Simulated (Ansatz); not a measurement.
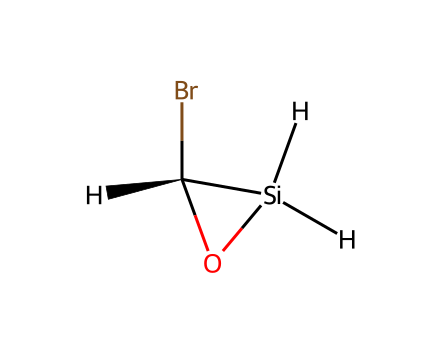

Simulated data, not a measurement (program: Ansatz).

Skeletal drawing of a molecule.

### Transcribe the drawing into SMILES.

Br[C@H]1O[SiH2]1

### Give the formula, hydrogens included.

CH3BrOSi.

### An optimisation with PBE0-D4/def2-TZVP gave a structure of which point group?

C1.
